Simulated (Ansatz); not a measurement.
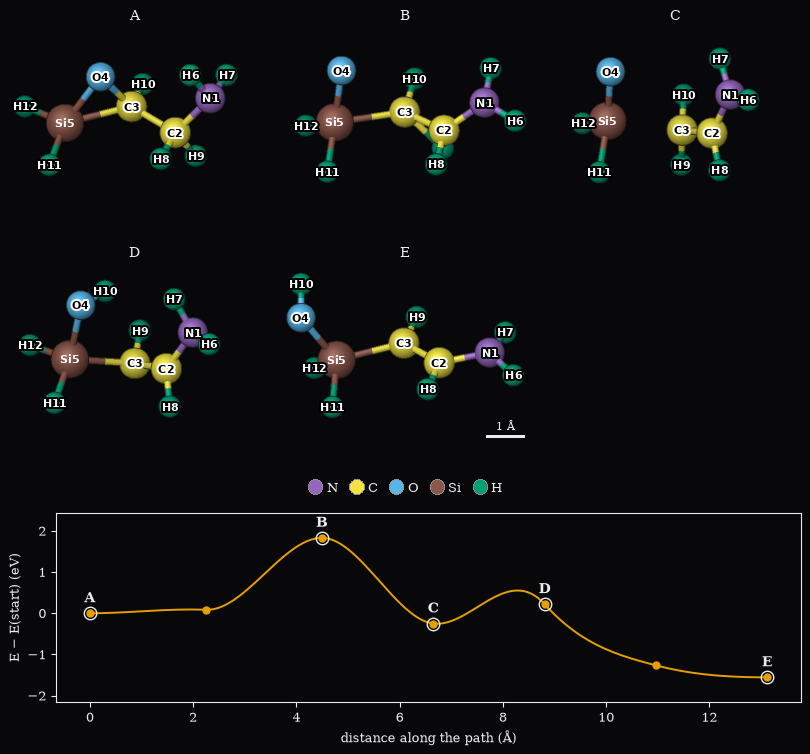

NEB run on C2H7NOSi. Images are numbered from 0 (start) to 6 (end). Frames A to E are images 0, 2, 3, 4, 6. The picture is a ball-and-stick view, seen at a tilt.

The calculation used Ansatz, RKS PBE0-D4/def2-SVP. Run with 5 movable images; climbing image; force threshold 0.03 eV/Å; iteration limit 60; starting path through a guess of the saddle point.

Describe the mechanism and the energy profile.

Answer. The path has more than one stage, and so few images may leave a stage unresolved. Breaking: C2–H9 (1.10 → 1.28 at the top → 2.11 Å), C3–H10 (1.10 → 1.10 at the top → 3.21 Å). Forming: C3–H9 (2.14 → 1.44 at the top → 1.10 Å), O4–H10 (2.13 → 2.56 at the top → 0.96 Å). Forward barrier 1.83 eV, backward barrier 3.39 eV, with image 2 at the top; the reaction energy is −1.56 eV. The profile has 2 maxima (images 2, 4) with a dip at image 3 (−0.25 eV), so the process runs in steps. The band converged in 43 iterations. The largest component of the band force went from 18 to 0.024 eV/Å. The climbing image converged on the top of the path. Its vibrational analysis gives one imaginary mode (858i cm⁻¹), as a transition state must have.
